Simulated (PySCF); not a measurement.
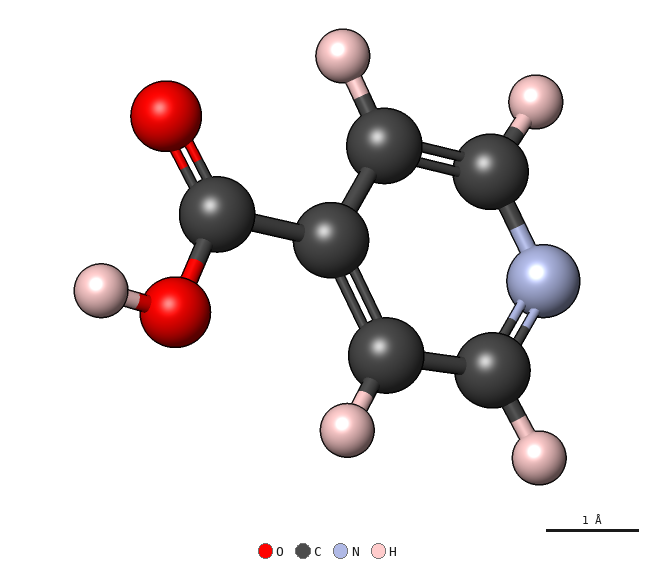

A ball-and-stick model of a molecule. Multiple sticks mark multiple bonds (one Kekulé form).

The computed structure is the end point of a GFN2-xTB optimisation. No frequency run is at hand to confirm it as a minimum.

Description:

Formula C6H5NO2. Its SMILES string is `O=C(O)c1ccncc1`. Independent rings (smallest set): 1 of 6 members, 1 of them aromatic. Among its groups: carboxylic acid. This geometry has Cs symmetry. All atoms lie on one plane. Coordination: 6 C trigonal planar; 1 O bent; 1 N bent.

The parts below concern this one geometry. Atoms keep their numbers from picture to picture.

**Shape**

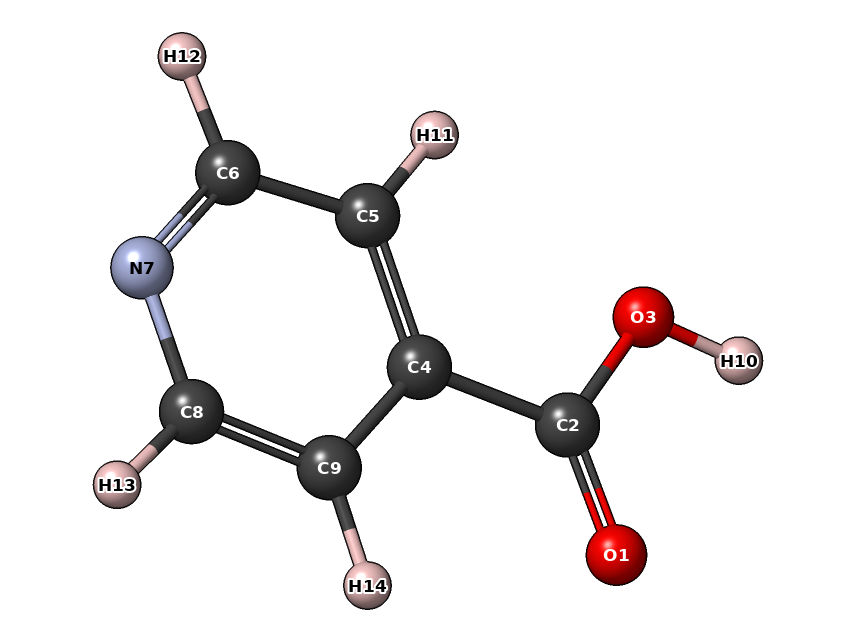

No frequency run is at hand to confirm it as a minimum.

List the bonds and their lengths.

| bond | length (Å) | order |
| --- | --- | --- |
| O1–C2 | 1.204 | double |
| C2–O3 | 1.340 | single |
| C2–C4 | 1.486 | single |
| O3–H10 | 0.970 | single |
| C4–C5 | 1.392 | aromatic |
| C4–C9 | 1.393 | aromatic |
| C5–C6 | 1.387 | aromatic |
| C5–H11 | 1.078 | single |
| C6–N7 | 1.322 | aromatic |
| C6–H12 | 1.082 | single |
| N7–C8 | 1.322 | aromatic |
| C8–C9 | 1.386 | aromatic |
| C8–H13 | 1.082 | single |
| C9–H14 | 1.078 | single |

**Dipole moment**

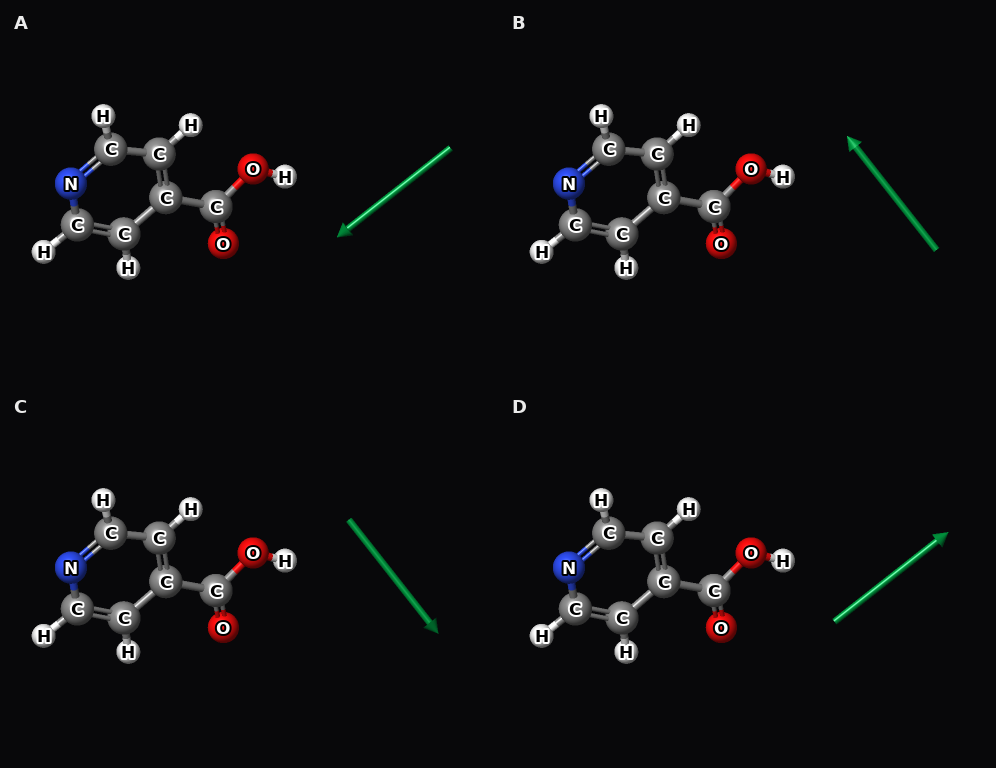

The same molecule four times, each with an arrow. No frequency run is at hand to confirm it as a minimum. Properties computed with B3LYP/def2-SVPD, gas phase (PySCF 2.14.0).

> Which arrow points along the dipole moment, from the negative to the positive end?

D. The dipole moment is 1.86 D.

**Polarisability**

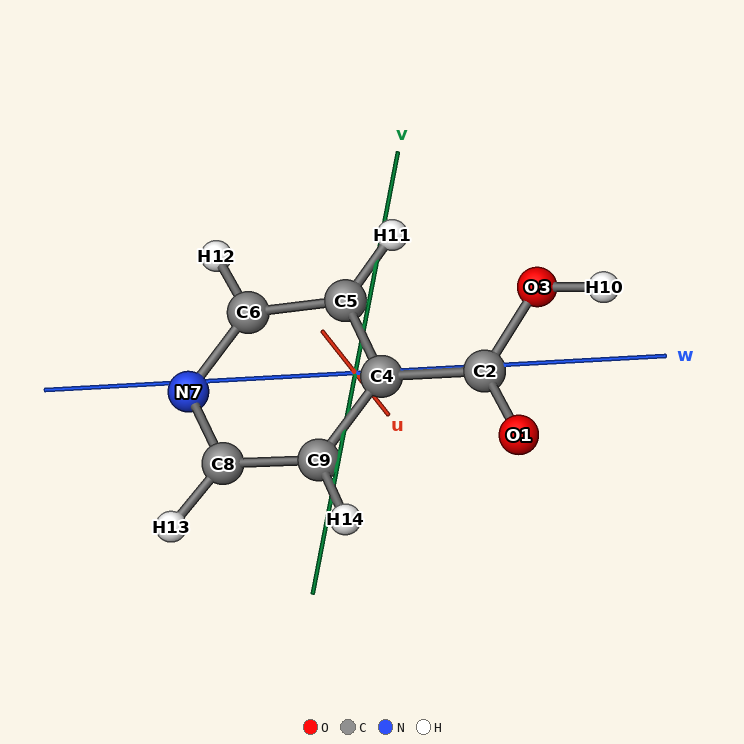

The lines u, v and w are the principal axes of the static dipole polarisability. No frequency run is at hand to confirm it as a minimum. Level of theory: B3LYP/def2-SVPD (PySCF 2.14.0).

> Along which axis is the molecule most polarisable, and along which least?

Most along w (in the molecular plane, nearly parallel to the C2–C4 bond), least along u (normal to the molecular plane).

> Give the three principal values.

u 47.2, v 91.6, w 106.3 bohr³; mean 81.7, anisotropy 53.3 bohr³.

**Excitation**

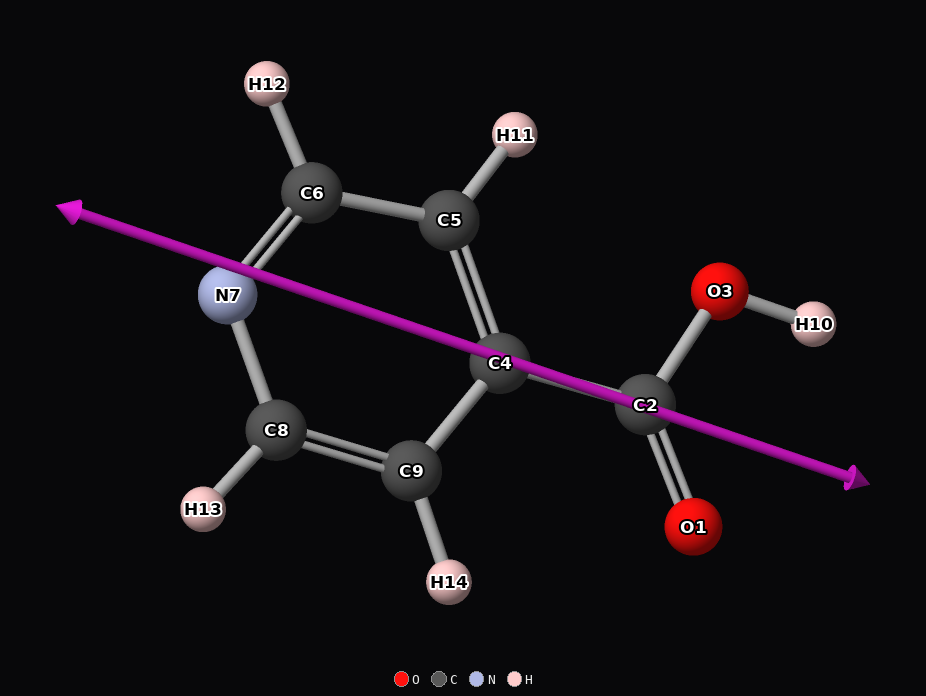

The double arrow shows the direction of the transition dipole to excited singlet state 5 (its length means nothing). No frequency run is at hand to confirm it as a minimum. Method: TDDFT B3LYP/def2-SVPD, vertical, gas phase, core orbitals frozen in the response (PySCF 2.14.0).

> How is the transition polarised?

In the molecular plane, nearly parallel to the C8–C9 bond.

> Give its energy, strength and character.

5.85 eV (212 nm), oscillator strength 0.16, mainly HOMO−3 → LUMO (weight 0.84); transition dipole 2.64 D.
